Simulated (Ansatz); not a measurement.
# SnSe2 (P-3m1): G0W0 under other settings

A base run on SnSe2 (P-3m1), then changed inputs.

Main program and level: Ansatz 0.2.0; G0W0 on PBE, plane waves, PAW; PAW set soft_1.

### Step 1. The structure

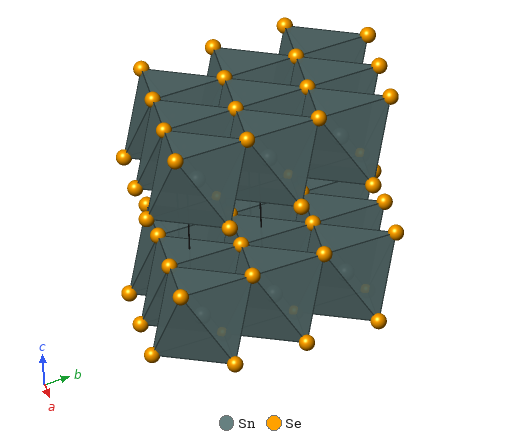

Start, viewed slightly off an axis; tin teal, selenium orange. 2×2×1 cells are drawn. Some periodic images of atoms are drawn too.

Geometry: measured cell, ions relaxed with PBE. The runs that relaxed it are not among those shown.

### Step 2. The base run: 6×6×4 mesh, 175 empty bands, screening to 100 eV, plasmon pole, PAW set soft_1 files

G0W0 replaces the xc potential by the self-energy, built once from these orbitals. Only a window of levels is corrected, while the sums run over the empty bands that the input names. This step takes PAW set soft_1 files.

input.yaml reads:

```yaml
crystal:
  lattice:
    - [3.811, 0.0, 0.0]
    - [-1.9055, 3.3004228138, 0.0]
    - [0.0, 0.0, 6.136]
  atoms:
    - { symbol: Sn, position: [0.0, 0.0, 0.0] }
    - { symbol: Se, position: [0.3333333333, 0.6666666667, 0.2614399677] }
    - { symbol: Se, position: [0.6666666667, 0.3333333333, 0.7385600323] }
kpoints:
  mp_grid: { grid: [6, 6, 4] }
hamiltonian:
  xc: pbe
  pseudopotentials: { kind: paw, azcp: { folder: soft_1 } }
scf:
  occupations: { method: fixed }
gw:
  n_empty_bands: 175
  ecut_chi: 100
  qp_bands: [v2, c2]
  qp_kpoints: band_edges
  screening: { model: godby_needs }
```

Started as:

```bash
ansatz run input.yaml --threads 2 --pin off --max-ram 92160MiB --backend cuda --events-out ev --progress --plain --runs-dir out --devices 1 --max-vram 13GiB
```

Numbers of over 12 decimals in the logs are rounded to 6 here.

What it wrote:

```text
GPUs: using 1 of 1 available (devices: 1).
Engine: ansatz 0.2.0, x86_64-unknown-linux-gnu
Pseudopotentials: kind: paw
Pseudopotential: Sn, paw, valence charge 14, recommended cutoff 420 eV (normal), soft_1/Sn.paw.azcp
Pseudopotential: Se, paw, valence charge 16, recommended cutoff 420 eV (normal), soft_1/Se.paw.azcp
Functional definition: PBE
  parameter kappa = 0.804
  parameter beta = 0.066725
  exchange = pbe_x(kappa = kappa, mu = beta*pi^2/3)
  correlation = pbe_c(beta = beta)
device memory: the entry about to start is reckoned to put 0.9 GiB on a device that reports 55.8 GiB free (of which the cap on the GPU budget leaves the run 13.0 GiB)
GPU FFT provider: cuFFT
GPU libraries: cuBLAS 13.8.2, cuFFT 12.4.0, cuSOLVER 12.3.4
Crystal: 3 atoms, lattice volume = 77.178 Å³
Basis set: ecut = 420 eV, 1485 PW (Γ)
Bands: 28, of which v1, the nominal top of the filled ones, is band 23 counted from 1 (22 counted from 0)
Symmetry: 12 space group operations
Space group: P-3m1 (ITA 164), of the structure as read, at distance tolerance 4.3e-5 Å
k-points: 24 of 144
Non-local potential: Sn, projectors of the file, l = 0: 2, l = 1: 2, l = 2: 2, l = 3: 1
Non-local potential: Se, projectors of the file, l = 0: 2, l = 1: 2, l = 2: 3, l = 3: 1
PAW form: soft (Blöchl's): semilocal exchange-correlation on the pseudo side does not see the compensation charge
PAW one-centre angular grid: Sn, 590 points (default); XC on 64 Gauss nodes
PAW one-centre angular grid: Se, 590 points (default); XC on 64 Gauss nodes
Initial density: superposition of atomic densities (chi_scale 0.1, normalization cell, long waves kept (reshape's long-wave potential 0.10 eV rms))
Initial wavefunctions: pseudopotential atomic-orbital guess
GPU buffer pool allocated for 32805 grid points (all kernels)
GPU transforms: local potential and band sums: pruned to the plane-wave sphere, on 25×25×45
Functional: x = pbe(κ = 0.804, μ = 0.219515), c = pbe(β = 0.066725)
SCF iter   1: F=—  HF=-16963.819844 eV  |F-HF|=—  |Δ(HF+E_count)|=         —  Δρ=3.23e-2  dr2=1.66e0  ethr=3.10e-3  ⟨swp⟩=5.0  Hψ=2578  notcnv=0  defer=67
preconditioner: auto → Resta (q_TF=auto, 2.503 Å⁻¹)  ε∞=4.0  [insulator: Δε(μ)=0.558 eV  Ē_g=9.780 eV  n_scr=22 (ndim 8)  ℏωp=16.9 eV  f_vac=0.027  ε∞_Penn≈4.0]
SCF iter   2: F=—  HF=-16963.468601 eV  |F-HF|=—  |Δ(HF+E_count)|=   3.51e-1  Δρ=1.63e-2  dr2=2.35e-1  ethr=3.10e-3  ⟨swp⟩=2.0  Hψ=969  notcnv=0  defer=29
SCF iter   3: F=—  HF=-16963.418506 eV  |F-HF|=—  |Δ(HF+E_count)|=   5.01e-2  Δρ=5.34e-3  dr2=1.81e-2  ethr=5.11e-4  ⟨swp⟩=2.0  Hψ=809  notcnv=0  defer=67
SCF iter   4: F=—  HF=-16963.418566 eV  |F-HF|=—  |Δ(HF+E_count)|=   5.98e-5  Δρ=1.08e-3  dr2=1.38e-3  ethr=3.94e-5  ⟨swp⟩=2.0  Hψ=1246  notcnv=0  defer=69
[...]
E_xc         = -295.618973
  E_vxc        = -260.578555  (∫ρ·V_xc dr)
  E_paw        = -8631.685862  (= ΣΔE_a)
  E_vpaw       = -702.965635  (= ΣTr[D̂ρ^β])
  E_aug_tail   = -0.000477  (compensation charges beyond the density's cutoff)
  E_ewald      = -4724.188291
  E_smearing   = -0.000000  (= −TS)
  E_closure    = 0.000000  (closes the sum)
  Σ components = -16963.419068   (vs F -16963.419068, Δ=0.00e0)
--- Band table (eV; the first three rows and the last of 24) ---
  k-point 0: bands = [... 19 lower, 7.4043, 7.6111, 7.6111, 7.7880, 8.8794, 11.0728, 12.6065, 12.6065, ... 1 higher]
  k-point 1: bands = [... 19 lower, 7.3180, 7.3180, 7.7348, 7.7348, 9.8595, 11.0538, 12.4424, 12.4424, ... 1 higher]
  k-point 2: bands = [... 19 lower, 7.2669, 7.2669, 7.8248, 7.8248, 10.4989, 10.9428, 12.2884, 12.2884, ... 1 higher]
  k-point 23: bands = [... 19 lower, 3.7758, 4.2254, 7.5327, 7.5327, 10.1903, 12.2199, 12.2199, 13.7625, ... 1 higher]
--- G₀W₀: ω_p = 28.6675 eV, 144 q-points, 175 empty bands' worth ---
  eigenvalues of the whole cell's RPA ε∞ on this k-mesh (on a slab, of 1 + 4πα/V) = 11.0095, 14.4259, 14.4259; static W/v taken at q = 0 is 0.074322
  GN-PPA: 1924912/4441195 pairs with Re ω̃² < 0 across q-mesh
  bands read: the sum over 198 bands ends inside a degenerate multiplet in 2 slots, whose members it reads at an even weight; the widest, k=0: bands 198 to 199 (counted from 1) at 1/2 each
  gw.qp_kpoints: band_edges: 19 of 24 stored k-points solved, in 1 pass; an edge of the gap read off the rows below is read off those points alone
    valence top: of the k-points left out ik 20 came nearest to being solved in a further pass, in band 23 (counted from 1, as in the quasiparticle table): it holds the edge there only if its correction is more favourable than any solved in that band by at least 0.507 eV; those differ by 0.205 eV
    conduction bottom: of the k-points left out ik 17 came nearest to being solved in a further pass, in band 24 (counted from 1, as in the quasiparticle table): it holds the edge there only if its correction is more favourable than any solved in that band by at least 0.709 eV; those differ by 0.232 eV
    ik  band        ε_KS         Σx   Σc(E_QP)       V_xc       Z   E_QP_lin       E_QP  E_QP is
     0    22      7.6111   -17.4925     1.7043   -15.4207  0.7785     7.2428     7.2436  root
     0    23      7.7880   -17.6626     1.7346   -15.5492  0.7806     7.4084     7.4093  root
     0    24      8.8794   -11.9369    -2.9988   -15.2112  0.8012     9.1552     9.1548  root
     0    25     11.0728    -8.1307    -4.0149   -12.2763  0.8016    11.2034    11.2036  root
     1    22      7.7348   -17.5248     1.6312   -15.5328  0.7796     7.3733     7.3740  root
     1    23      7.7348   -17.5248     1.6312   -15.5328  0.7796     7.3733     7.3740  root
     1    24      9.8595   -12.3035    -3.1364   -15.7335  0.7954    10.1534    10.1531  root
     1    25     11.0538    -8.4206    -4.0184   -12.5975  0.8048    11.2132    11.2124  root
[...]
23    22      7.5327   -17.3922     1.7803   -15.1997  0.7788     7.1195     7.1205  root
    23    23      7.5327   -17.3922     1.7803   -15.1997  0.7788     7.1195     7.1205  root
    23    24     10.1903   -11.9121    -3.6064   -15.8864  0.7852    10.5590    10.5581  root
    23    25     12.2199    -7.9741    -4.1812   -12.2840  0.8061    12.3489    12.3485  root
[key lines of the parts left out:]
SCF converged after 8 iterations
Free energy (F): -16963.419068 eV
Fermi energy:    7.889192 eV
```

Run time: 63 s. Hardware: 1 × NVIDIA H100 80GB HBM3 (shared by 6 runs) with 2 threads of AMD EPYC 7R13 (Zen 3), shared host; peak memory 1.6 GiB; 94 s of CPU time.

Reading the cycles: dr2 is the Hartree energy of the density residual (eV), the measure of convergence; HF is the Harris–Foulkes estimate of the energy, which meets the free energy F at convergence.

This step gave:

* bands summed: 198
* plasmon-pole fit frequency: 28.67 eV
* RPA ε∞ on this mesh (eigenvalues): 11.01, 14.43, 14.43
* plane waves in the screening matrix: 161
* q-points in the mesh: 144
* G0W0 gap on the mesh: 1.202 eV
* k of the valence top: 0, 0.1667, -0.25
* k of the conduction bottom: 0, -0.5, -0.5
* starting gap on the mesh: 0.7024 eV
* Z at the valence top: 0.7796
* Z at the conduction bottom: 0.7940
* least direct G0W0 gap on the computed points: 1.746 eV

The gap on the mesh goes from 0.70 eV to 1.20 eV, a correction of +0.50 eV. Between the two edge states, bare exchange in place of the xc potential would open the gap by 4.81 eV, and correlation takes back 4.31 eV.

### Step 3. Variant: plasmon pole at a typed frequency

Edit input.yaml of step 2 so:

```diff
@@ -22 +22,2 @@
   screening: { model: godby_needs }
+  plasmon_pole_fit_frequency: 40
```

What it wrote:

```text
GPUs: using 1 of 1 available (devices: 1).
[...]
GPU FFT provider: cuFFT
GPU libraries: cuBLAS 13.8.2, cuFFT 12.4.0, cuSOLVER 12.3.4
Crystal: 3 atoms, lattice volume = 77.178 Å³
Basis set: ecut = 420 eV, 1485 PW (Γ)
Bands: 28, of which v1, the nominal top of the filled ones, is band 23 counted from 1 (22 counted from 0)
Symmetry: 12 space group operations
[...]
k-points: 24 of 144
[...]
GPU buffer pool allocated for 32805 grid points (all kernels)
[...]
SCF iter   1: F=—  HF=-16963.819844 eV  |F-HF|=—  |Δ(HF+E_count)|=         —  Δρ=3.23e-2  dr2=1.66e0  ethr=3.10e-3  ⟨swp⟩=5.0  Hψ=2578  notcnv=0  defer=67
[...]
SCF iter   8: F=-16963.419068 eV  HF=-16963.419068 eV  |F-HF|=1.94e-7  |Δ(HF+E_count)|=   4.23e-6  Δρ=7.68e-6  dr2=8.43e-8  ethr=2.17e-10  ⟨swp⟩=7.8  Hψ=3157  notcnv=0
SCF 1 converged in 8 iterations: F = -16963.419068 eV  dr2 = 8.43e-8
[...]
NSCF: frozen V_eff on 24 k-points, pencils in batches of 32, up to order 112
[...]
NSCF: frozen V_eff on 24 k-points
G₀W₀ screening: q 1/24
[... further progress lines ...]
SCF converged after 8 iterations
Free energy (F): -16963.419068 eV
[...]
Internal energy: -16963.419068 eV  (E = F + TS)
E sigma→0 (E₀):  -16963.419068 eV
Fermi energy:    7.889192 eV
[...]
--- Band table (eV; the first three rows and the last of 24) ---
  k-point 0: bands = [... 19 lower, 7.4043, 7.6111, 7.6111, 7.7880, 8.8794, 11.0728, 12.6065, 12.6065, ... 1 higher]
  k-point 1: bands = [... 19 lower, 7.3180, 7.3180, 7.7348, 7.7348, 9.8595, 11.0538, 12.4424, 12.4424, ... 1 higher]
  k-point 2: bands = [... 19 lower, 7.2669, 7.2669, 7.8248, 7.8248, 10.4989, 10.9428, 12.2884, 12.2884, ... 1 higher]
  k-point 23: bands = [... 19 lower, 3.7758, 4.2254, 7.5327, 7.5327, 10.1903, 12.2199, 12.2199, 13.7625, ... 1 higher]
--- G₀W₀: ω_p = 40.0000 eV, 144 q-points, 175 empty bands' worth ---
[...]
GN-PPA: 1929196/4441195 pairs with Re ω̃² < 0 across q-mesh
[...]
0    22      7.6111   -17.4925     1.6480   -15.4207  0.7885     7.1865     7.1873  root
     0    23      7.7880   -17.6626     1.6778   -15.5492  0.7898     7.3515     7.3524  root
     0    24      8.8794   -11.9369    -3.0389   -15.2112  0.8087     9.1152     9.1148  root
     0    25     11.0728    -8.1307    -4.0579   -12.2763  0.8167    11.1606    11.1606  root
     1    22      7.7348   -17.5248     1.5761   -15.5328  0.7893     7.3182     7.3189  root
     1    23      7.7348   -17.5248     1.5761   -15.5328  0.7893     7.3182     7.3189  root
     1    24      9.8595   -12.3035    -3.1741   -15.7335  0.8033    10.1157    10.1154  root
     1    25     11.0538    -8.4206    -4.0593   -12.5975  0.8212    11.1707    11.1714  root
[...]
23    22      7.5327   -17.3922     1.7214   -15.1997  0.7887     7.0607     7.0617  root
    23    23      7.5327   -17.3922     1.7214   -15.1997  0.7887     7.0607     7.0617  root
    23    24     10.1903   -11.9121    -3.6397   -15.8864  0.7944    10.5254    10.5248  root
    23    25     12.2199    -7.9741    -4.2272   -12.2840  0.8091    12.3027    12.3027  root
```

It took 57 s on 1 × NVIDIA H100 80GB HBM3 (shared by 6 runs) with 2 threads; peak memory 1.6 GiB; 88 s of CPU time.

The G0W0 gap on the mesh is 1.209 eV.

Against the base:

```csv
setting,base,variant
plasmon pole fit frequency,-,40
```

```csv
quantity,variant,base
starting gap on the mesh,0.702,0.702
G0W0 gap on the mesh,1.209,1.202
least direct G0W0 gap on the computed points,1.762,1.746
Z at the valence top,0.789,0.780
Z at the conduction bottom,0.803,0.794
```

### Step 4. Summary of results

| Quantity | Value |
| --- | --- |
| base | 1.20 eV, 63 s |
| plasmon pole at a typed frequency | 1.21 eV, 57 s |

What this shows: Plasmon pole at a typed frequency: the gap moves by +0.01 eV. All runs here use a coarse mesh and modest cutoffs; they test settings and are not final values. The 6×6×4 mesh is coarse for this cell (its supercell is 23 Å along the shortest edge). The RPA ε∞ on it, from the PBE start, is 11.01 and 14.43; such meshes misread the long-range screening, most where the gap is narrow. The many-body steps are scalar-relativistic: spin-orbit coupling is not in them.

[Paths, hosts, dates, memory and timing lines, banners, echoed tables and standing remarks are left out of the program output.]

[Logs are printed without paths, hosts, clocks, repeated set-up lines and the standing remarks that a program may print on its own settings, such as how far it seeks lower states.]

[Runs of the session that timed out or met a known fault of the program may be left out.]

[Cells called generated may have been cut or substituted from an entry of the Crystallography Open Database or the Materials Project.]

[Hosts, paths, dates, database ids (printed as entryN), source tags and the programs' standing remarks are cut or masked in the printed files.]
